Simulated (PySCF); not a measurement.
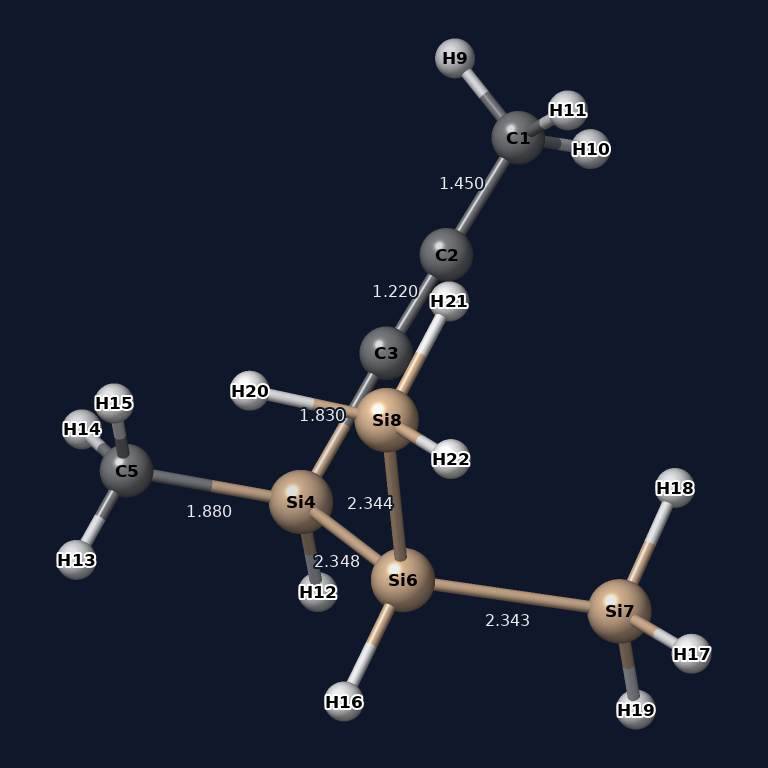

Bond lengths are marked in Å; every bond is drawn as one stick. The computed structure is the end point of a PBE0-D3(BJ)/def2-SVP optimisation. No frequency run is at hand to confirm it as a minimum.

Q: Assign a bond order to each marked bond.

A: C1–C2 single; C2–C3 triple; C3–Si4 single; Si4–C5 single; Si4–Si6 single; Si6–Si7 single; Si6–Si8 single.

Q: Write the SMILES.

A: CC#C[Si@H](C)[SiH]([SiH3])[SiH3]
